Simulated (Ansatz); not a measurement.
**AlH2ClO (SMILES [OH][AlH][Cl]) at RPA@PBE/STO-3G**

Aim: the energy change on altering one bond length of AlH2ClO at RPA@PBE/STO-3G, from 2 runs. 

The results are computed with Ansatz 0.2.0.

77 further runs of the same task are left out: 5 that didn't finish, 72 set aside as unsound or not needed.

## Step 1: The structure to begin with

AlH2ClO: 5 atoms, total charge 0, spin state singlet. SMILES: `[OH][AlH][Cl]`. The shape is that of a PBE0-D4/def2-TZVP optimisation. This is one conformer, not always the lowest.

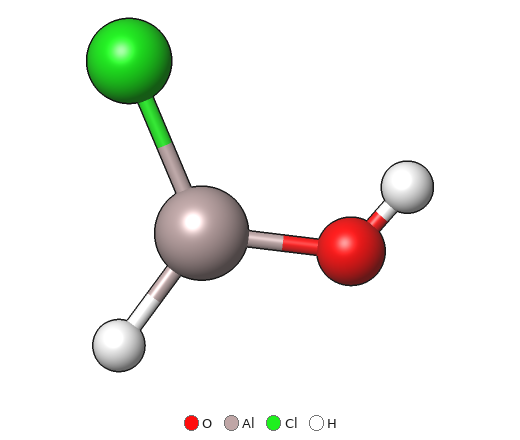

Viewed from a chosen angle; oxygen red, aluminium light grey, chlorine green, hydrogen white.

## Step 2: A single-point energy at RPA@PBE/STO-3G

The input, job.yaml:

```yaml
basis:
  gaussian:
    orbitals: STO-3G
crystal:
  periodic: [false, false, false]
  atoms:
    - symbol: O
      position_ang: [-1.110100, 0.370900, -0.514400]
    - symbol: Al
      position_ang: [0.431000, 0.184900, 0.137500]
    - symbol: Cl
      position_ang: [1.114900, -1.725400, 0.662800]
    - symbol: H
      position_ang: [-1.719500, -0.349100, -0.669500]
    - symbol: H
      position_ang: [1.333500, 1.445000, 0.342200]
hamiltonian:
  xc: {name: PBE}
correlation:
  method: rpa
  frozen_orbitals: {Al: 5, Cl: 5, H: 0, O: 1}
accuracy: high
```

On the command line:

```bash
ansatz run job.yaml --threads 1 --pin off --max-ram 2610MiB --events-out events.jsonl --progress --plain --runs-dir runs
```

Output:

```text
Warning: RAYON_NUM_THREADS=1 ignored (pool sized by the plan → 1); use --threads N
Functional definition: PBE
  name "PBE"
  parameter kappa = 0.804
  parameter beta = 0.06672455060314922
  exchange = pbe_x(kappa = kappa, mu = beta*pi^2/3)
  correlation = pbe_c(beta = beta)
456 factors; integrals over basis functions are off by at most 1.7e-8 eV
mean field evaluation 1: about -20941.8969 eV, gradient 3.1e1 eV
mean field evaluation 2: about -20941.8700 eV, gradient 3.1e1 eV
mean field evaluation 4: about -20944.8129 eV, gradient 1.2e1 eV
mean field evaluation 8: about -20945.4605 eV, gradient 5.8e-2 eV
mean field evaluation 16: about -20945.4605 eV, gradient 3.0e-7 eV
mean field -20945.46047377 eV, -769.7314750681 hartree, gradient 4.6e-8 eV, S^2 0.000000; 0 other end points of the search recorded, 0 dependent functions left out
11 core orbitals not correlated: weight in the atoms' cores, before any rotation towards them, 0.999 or more for the frozen orbitals, at most 0.000 for the correlated occupied ones
reference -20917.13529618 eV, -768.6905439911 hartree; 9, 9 occupied and 5, 5 virtual orbitals, 456 factors
Total energy: -20921.56320791 eV, -768.8532667457 hartree
```

It took 0.72 s on 1 thread of AMD EPYC 9R45 (Zen 5), shared host.

## Step 3: The distorted shape at the same level

The input, job.yaml:

```yaml
crystal:
  periodic: [false, false, false]
  atoms:
    - {symbol: O, position_ang: [-1.281073, 0.848468, -0.645723]}
    - {symbol: Al, position_ang: [0.260027, 0.662468, 0.006177]}
    - {symbol: Cl, position_ang: [1.114900, -1.725400, 0.662800]}
    - {symbol: H, position_ang: [-1.890473, 0.128468, -0.800823]}
    - {symbol: H, position_ang: [1.162527, 1.922568, 0.210877]}
basis:
  gaussian: {orbitals: STO-3G}
correlation: {method: rpa, frozen_orbitals: {Al: 5, Cl: 5, H: 0, O: 1}}
accuracy: high
hamiltonian: {xc: {name: PBE}}
```

On the command line:

```bash
ansatz run job.yaml --threads 1 --pin off --max-ram 2610MiB --events-out events.jsonl --progress --plain --runs-dir runs
```

Output, cut to the lines that bear on the results:

```text
Warning: RAYON_NUM_THREADS=1 ignored (pool sized by the plan → 1); use --threads N
[... 2 set-up lines as earlier in the session ...]
[...]
440 factors; integrals over basis functions are off by at most 2.3e-8 eV
[...]
mean field -20944.07164458 eV, -769.6804365366 hartree, gradient 3.9e-8 eV, S^2 0.000000; 1 other end points of the search recorded, 0 dependent functions left out
11 core orbitals not correlated: weight in the atoms' cores, before any rotation towards them, 0.999 or more for the frozen orbitals, at most 0.000 for the correlated occupied ones
reference -20915.18370943 eV, -768.6188245008 hartree; 9, 9 occupied and 5, 5 virtual orbitals, 440 factors
Total energy: -20920.10792636 eV, -768.7997861351 hartree
```

Wall time 0.74 s (1 thread of AMD EPYC 9R45 (Zen 5), shared host).

## Step 4: Outcome

At RPA@PBE/STO-3G, 11 core orbitals frozen:

| quantity | value |
| --- | --- |
| first shape: total energy | -768.85327 Eh |
| first shape: RPA correlation energy (valence) | -162.7 mEh |
| distorted shape: total energy | -768.79979 Eh |
| distorted shape: RPA correlation energy (valence) | -181.0 mEh |
| energy change with the Al2–Cl3 bond stretched from 2.096 to 2.620 Å | 1.455 eV |

With the Al2–Cl3 bond stretched from 2.096 to 2.620 Å the energy rises by 1.46 eV (34 kcal/mol). The first shape isn't relaxed at this level, so the change isn't measured from a minimum. The minimal basis adds a large error of its own.
